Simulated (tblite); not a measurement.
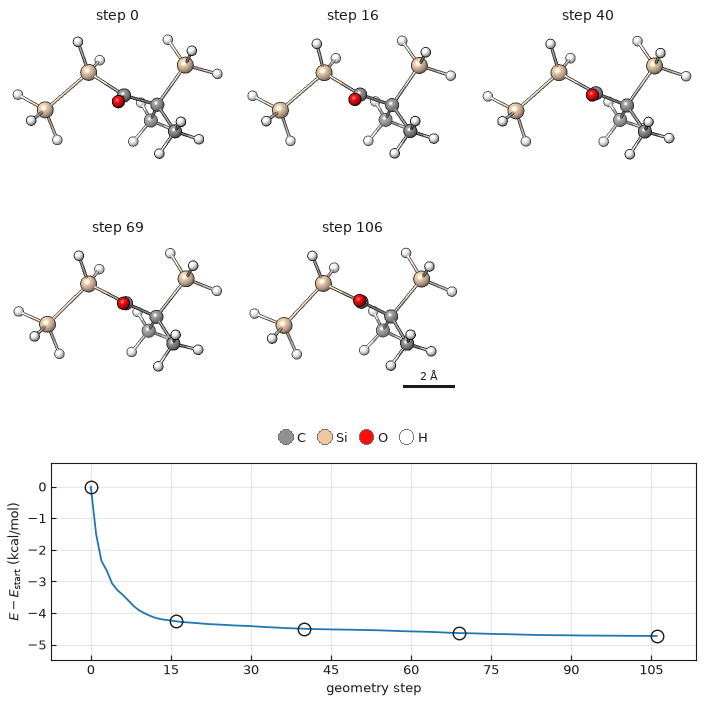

Frames of a relaxation of C₄H₁₄OSi₃, marked on the history of the run. Style: ball-and-stick. Shown face on.

All numbers below come from tblite 0.8.0, GFN2-xTB geometry optimisation, gas phase. 

> What happens along the run?

Over 106 geometry steps the energy falls by 4.72 kcal/mol. The atom that moves furthest after the best rigid fit is the O atom (0.58 Å). Largest moves by element: O 0.58 Å, H 0.35 Å, C 0.24 Å, Si 0.21 Å. Some distances before and after: C–C 1.553 → 1.497 Å, H–Si 1.497 → 1.473 Å, H–Si 1.485 → 1.464 Å, C–H 1.109 → 1.089 Å. Bond angles that change, for instance: C–Si–H 111.5° → 103.8°, Si–C–C 109.1° → 103.5°, Si–Si–H 110.0° → 114.5°. From step 0 to 16: an H atom moves most (0.18 Å), energy −4.26 kcal/mol. From step 16 to 40: the O atom moves most (0.20 Å), energy −0.23 kcal/mol. From step 40 to 69: the O atom moves most (0.15 Å), energy −0.14 kcal/mol. From step 69 to 106: an H atom moves most (0.13 Å), energy −0.09 kcal/mol.

| step | E − E(0), kcal/mol |
| --- | --- |
| 0 | 0.00 |
| 1 | -1.50 |
| 2 | -2.35 |
| 3 | -2.66 |
| 4 | -3.06 |
| 5 | -3.28 |
| 6 | -3.42 |
| 7 | -3.59 |
| 8 | -3.77 |
| 9 | -3.90 |
| 10 | -4.00 |
| 15 | -4.24 |
| 20 | -4.32 |
| 25 | -4.37 |
| 30 | -4.41 |
| 35 | -4.46 |
| 40 | -4.49 |
| 45 | -4.52 |
| 50 | -4.53 |
| 55 | -4.55 |
| 61 | -4.58 |
| 66 | -4.61 |
| 71 | -4.64 |
| 76 | -4.66 |
| 81 | -4.68 |
| 86 | -4.70 |
| 91 | -4.71 |
| 96 | -4.71 |
| 101 | -4.72 |
| 106 | -4.72 |
